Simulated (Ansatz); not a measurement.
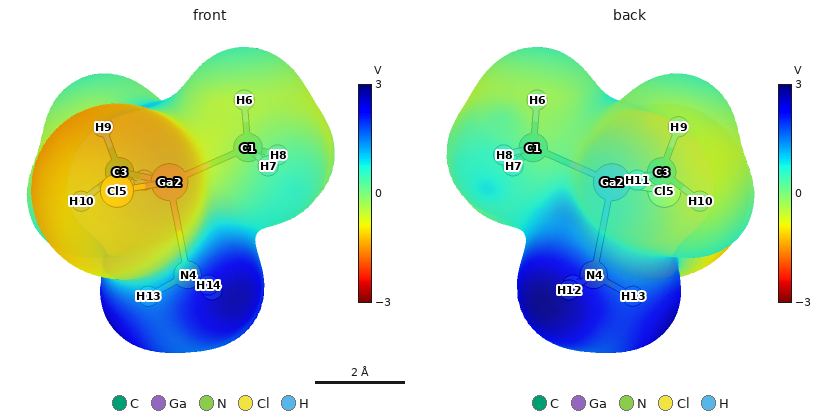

Figure 1: C2H9ClGaN (SMILES [CH3][Ga-]([CH3])([NH3+])[Cl]). The electrostatic potential painted on the density surface at 0.002 e/bohr³, seen from the front and from behind; the colour scale runs from red (negative) to blue (positive).

Geometry: PBE0-D4/def2-TZVP.

The calculation used RKS PBE0-D4/def2-TZVPP in Ansatz.

```
atom    x (Å)    y (Å)    z (Å)
   C  -1.7928   0.8547   0.2121
  Ga   0.1414   0.4913   0.0808
   C   1.3081  -0.2444   1.4909
   N   0.2321  -1.0206  -1.4381
  Cl   1.1986   1.9508  -1.2278
   H  -1.9726   1.6971   0.8840
   H  -2.2110   1.1187  -0.7618
   H  -2.3422  -0.0043   0.6071
   H   1.4402   0.4886   2.2900
   H   2.2993  -0.4815   1.0981
   H   0.8846  -1.1473   1.9393
   H  -0.1690  -1.9215  -1.2028
   H   1.2081  -1.1515  -1.6815
   H  -0.2378  -0.6595  -2.2614
```

Which sites attract a positive test charge, and which a negative one?

Answer. A positive charge is drawn to the negative regions and a negative charge to the positive ones. The most negative region (about −1.5 V) lies over Cl5, the most positive (about +2.9 V) over H12.
